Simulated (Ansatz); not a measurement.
## Geometry relaxation of CH7BFN (part 2 of 2)

CH7BFN; RKS B3LYP-D4/6-31G* (Ansatz 0.2.0). The input holds or restrains some coordinates. Forces given for the steps count only the free coordinates. It belongs to a series of runs on one base structure; here: pulled along the bonds that form and break, towards end A.

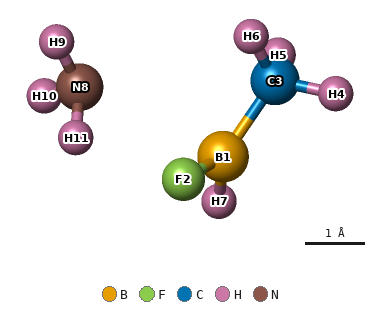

Figure 1. The geometry at step 9 of the log (ball-and-stick view, seen at a tilt; atoms are numbered from 1 in the order of the input).

Trajectory as extended XYZ, continued:
```
11
Properties=species:S:1:pos:R:3:forces:R:3 step=5 energy=-6034.86606
B     0.0250   -0.3653    0.0249    0.6974   2.3576  -1.0985
F     0.0444   -0.6256    1.3275   -0.1643  -0.7860   0.3927
C     1.3774   -0.0887   -0.7758   -0.3173  -0.4033   0.0651
H     1.7885   -1.0739   -1.0181    0.4603  -0.1268  -0.2795
H     1.2197    0.4619   -1.7230   -0.1407  -0.3353   0.3181
H     2.1245    0.4845   -0.2058   -0.2200  -0.3677   0.0736
H    -1.0296   -0.1247   -0.5303   -0.0143  -0.7109   0.3660
N     0.1424    2.1900    0.7983    0.0643  -4.2901   3.6360
H     0.7608    2.3635    1.5821    0.8937   2.4194  -1.3677
H    -0.3029    2.6529    0.0442   -0.2674   1.0787   0.2929
H    -0.3285    1.4637    1.4130   -0.9918   1.1644  -2.3987
11
Properties=species:S:1:pos:R:3:forces:R:3 step=6 energy=-6035.68873
B     0.0449   -0.3275   -0.0106    0.0888   0.5272  -1.2098
F     0.0251   -0.6417    1.2680    0.0379  -0.5035   1.0764
C     1.3948   -0.1477   -0.7950   -0.0939   0.0928   0.0237
H     1.8504   -1.1111   -1.0654   -0.0001  -0.0052  -0.0213
H     1.2172    0.4173   -1.7184    0.0657  -0.1137  -0.0208
H     2.1160    0.4213   -0.1964    0.0203  -0.1662   0.0006
H    -1.0430   -0.2452   -0.5353    0.1295  -0.0270   0.0530
N     0.1164    2.2479    0.9413   -1.8592  -2.5072  -0.2475
H     0.8542    2.5313    1.5409    0.4530   0.9261  -0.0882
H    -0.3226    2.7346    0.1600    0.6314   0.2362   0.9044
H    -0.4317    1.4591    1.3480    0.5266   1.5404  -0.4706
11
Properties=species:S:1:pos:R:3:forces:R:3 step=7 energy=-6035.89567
B     0.0739   -0.3232   -0.0304   -0.0917   0.5597  -0.4021
F     0.0343   -0.6070    1.2738    0.0883  -0.3580   0.3730
C     1.4274   -0.1905   -0.8057   -0.0036   0.0194   0.0474
H     1.8041   -1.1697   -1.1398    0.0049   0.0482  -0.0086
H     1.2891    0.4399   -1.6921    0.0412  -0.1018  -0.0228
H     2.1923    0.2794   -0.1769    0.0425  -0.1385  -0.0122
H    -1.0087   -0.2221   -0.5525    0.0850  -0.0995  -0.0173
N     0.0576    2.2422    0.9372   -0.3745  -1.7229  -0.1053
H     0.8531    2.6044    1.4330   -0.1463   0.3224  -0.0249
H    -0.4572    2.8124    0.2858    0.0341   0.2206   0.3928
H    -0.4442    1.4725    1.4048    0.3201   1.2503  -0.2200
11
Properties=species:S:1:pos:R:3:forces:R:3 step=8 energy=-6036.05886
B     0.0797   -0.3316   -0.0690   -0.0069   0.5371   0.2161
F     0.0265   -0.5479    1.2614    0.0706  -0.3377  -0.1009
C     1.4462   -0.2291   -0.8209    0.1057  -0.0483   0.0285
H     1.7975   -1.2154   -1.1664   -0.0419   0.0643  -0.0042
H     1.3345    0.4110   -1.7048    0.0596  -0.0773   0.0138
H     2.2266    0.2000   -0.1778   -0.0636  -0.1054  -0.0675
H    -0.9940   -0.2656   -0.6028    0.0137  -0.1038  -0.0671
N     0.0767    2.2150    0.8961   -0.6735  -0.3756  -0.5156
H     0.8115    2.6947    1.4145   -0.3583  -0.1278   0.0299
H    -0.5573    2.8929    0.4320    0.4751  -0.6380   0.7775
H    -0.4263    1.5145    1.4747    0.4196   1.2126  -0.3104
11
Properties=species:S:1:pos:R:3:forces:R:3 step=9 energy=-6036.13017
B     0.0901   -0.3154   -0.0967   -0.0526   0.3846  -0.1028
F     0.0299   -0.4943    1.2311    0.0513  -0.3662   0.1979
C     1.4666   -0.2642   -0.8372    0.0427   0.0452   0.0200
H     1.7901   -1.2666   -1.1578   -0.0449   0.0099   0.0015
H     1.3896    0.3558   -1.7387    0.0460  -0.0499   0.0237
H     2.2509    0.1488   -0.1921    0.0097  -0.0539  -0.0414
H    -0.9769   -0.2882   -0.6494    0.0384  -0.0385  -0.0366
N     0.0548    2.2355    0.8722   -1.3242  -0.3346   0.0126
H     0.7889    2.7128    1.3836    0.0810   0.1045   0.0964
H    -0.6560    2.9438    0.5919    0.6806  -0.6027   0.3636
H    -0.4065    1.5704    1.5301    0.4720   0.9016  -0.5350
11
Properties=species:S:1:pos:R:3:forces:R:3 step=10 energy=-6036.17105
B     0.0832   -0.3138   -0.0996   -0.0659   0.3535  -0.5021
F    -0.0052   -0.5184    1.2164    0.0267  -0.2793   0.4769
C     1.4773   -0.2696   -0.8093    0.0229   0.0088  -0.0171
H     1.7535   -1.2657   -1.1910   -0.0357   0.0214   0.0391
H     1.4501    0.4013   -1.6749   -0.0025  -0.0067   0.0044
H     2.2731    0.0615   -0.1349    0.0668  -0.0380   0.0159
H    -0.9635   -0.2802   -0.6870    0.0188  -0.0479  -0.0072
N    -0.0089    2.2634    0.8252   -0.3644  -0.6525   0.4266
H     0.8105    2.7435    1.1913    0.0077   0.0443  -0.0176
H    -0.7634    2.9508    0.7605    0.1538  -0.1255   0.0297
H    -0.2850    1.5654    1.5404    0.1720   0.7221  -0.4485
11
Properties=species:S:1:pos:R:3:forces:R:3 step=11 energy=-6036.17754
B     0.0734   -0.2989   -0.1250    0.2811   0.2533  -0.1568
F    -0.0102   -0.4916    1.1956   -0.0973  -0.2722   0.4321
C     1.4901   -0.2701   -0.8008   -0.0844  -0.0295   0.0480
H     1.7070   -1.2694   -1.2089   -0.0004   0.0115  -0.0708
H     1.5015    0.4297   -1.6397    0.0540   0.0253  -0.1126
H     2.3096   -0.0191   -0.1141   -0.1333   0.0016  -0.0002
H    -0.9665   -0.3145   -0.7172   -0.0076   0.0235  -0.0824
N    -0.0437    2.2687    0.8326   -0.1239  -0.6820   0.4435
H     0.7987    2.7789    1.0923   -0.0101   0.0062  -0.0107
H    -0.8116    2.9376    0.8310    0.0047  -0.0090   0.0049
H    -0.2267    1.5872    1.5914    0.1173   0.6714  -0.4949
11
Properties=species:S:1:pos:R:3:forces:R:3 step=12 energy=-6036.18300
B     0.0698   -0.3078   -0.1170    0.0943   0.2903  -0.3605
F    -0.0401   -0.4944    1.2013   -0.0457  -0.2865   0.4250
C     1.4837   -0.2768   -0.7905    0.0060  -0.0030  -0.0063
H     1.7033   -1.2554   -1.2471   -0.0194   0.0281   0.0226
H     1.5081    0.4566   -1.6039    0.0044   0.0061  -0.0128
H     2.2898   -0.0495   -0.0841    0.0051  -0.0219  -0.0039
H    -0.9564   -0.3093   -0.7351   -0.0386  -0.0038  -0.0109
N    -0.0325    2.2661    0.8261   -0.0142  -0.7194   0.4446
H     0.7859    2.8290    1.0488    0.0162   0.0170  -0.0068
H    -0.8356    2.8889    0.8366   -0.0715   0.0428   0.0049
H    -0.1545    1.5911    1.6020    0.0635   0.6504  -0.4960
```

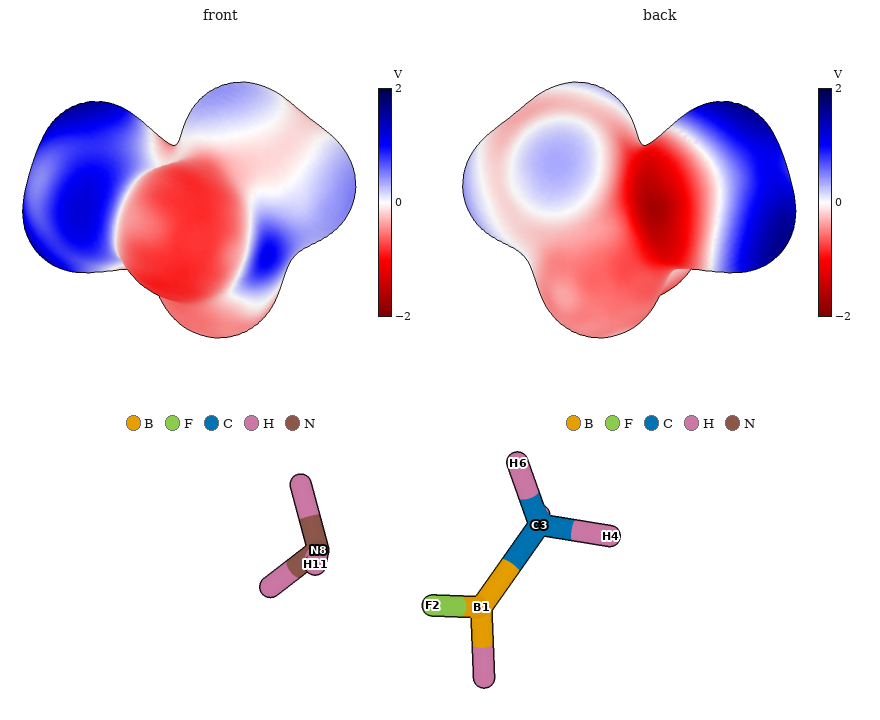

Figure 2. The molecular electrostatic potential painted on the density surface at 0.002 e/bohr³, seen at a tilt and from behind; the colour scale runs from red (negative) to blue (positive). The bare structure is drawn below in the same view.

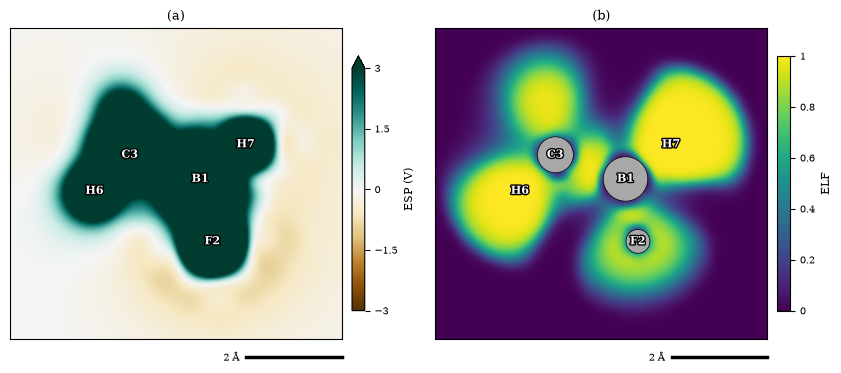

Figure 3. (a) electrostatic potential; (b) electron localisation function on the plane of atoms F2, B1 and H7. Grey discs, where drawn, cover atomic cores. Atoms in the plane: B, F, C and H. B–F (1.34 Å): the ELF peaks at about 0.90 between the atoms (a shared but strongly polarised pair). C–H (1.10 Å): the ELF climbs to about 1 towards the hydrogen, as it does in any bond to H (a covalent bond by its length).

The run was set up as follows.

Input:
```yaml
crystal:
  periodic: [false, false, false]
  atoms:
    - { symbol: B, position_ang: [0.0, 0.0, 0.0] }
    - { symbol: F, position_ang: [0.0, 0.0, 1.67] }
    - { symbol: C, position_ang: [1.3856, 0.0, -0.8] }
    - { symbol: H, position_ang: [1.7152, -1.0462, -0.9702] }
    - { symbol: H, position_ang: [1.2491, 0.508, -1.7774] }
    - { symbol: H, position_ang: [2.1552, 0.5381, -0.2082] }
    - { symbol: H, position_ang: [-1.0305, 0.0, -0.595] }
    - { symbol: "N", position_ang: [0.0829, 1.7537, 0.5833] }
    - { symbol: H, position_ang: [0.4765, 1.9752, 1.5423] }
    - { symbol: H, position_ang: [-0.2631, 2.537, -0.0414] }
    - { symbol: H, position_ang: [0.0507, 1.0726, 1.5337] }
basis:
  gaussian: { orbitals: "6-31G*" }
hamiltonian:
  xc: b3lyp
  dispersion: d4
relax:
  f_tol: 0.15
  max_steps: 25
  restrain:
    - { distance: [0, 7], at: 2.75, k: 30.0 }
    - { distance: [10, 1], at: 2.12, k: 30.0 }
    - { distance: [0, 1], at: 1.32, k: 30.0 }
    - { distance: [10, 7], at: 1.06, k: 30.0 }
output:
  orbitals: {}
```

Command:
```bash
ansatz run input.yaml --threads 1 --pin off --max-ram 2048MiB --backend cpu --events-out ev --progress --plain --runs-dir out
```

Results in brief:

- outcome: converged under the restraints of the input
- total energy: −6036.1832 eV
- mean-field energy: −6035.9730 eV
- largest force (length of the vector) at the end, held atoms and coordinates included: 0.846 eV/Å
- hardware: 1 thread of Arm Neoverse V2, 24 GiB of memory available, shared host
- wall time: 34 s
- peak memory: 0.17 GiB
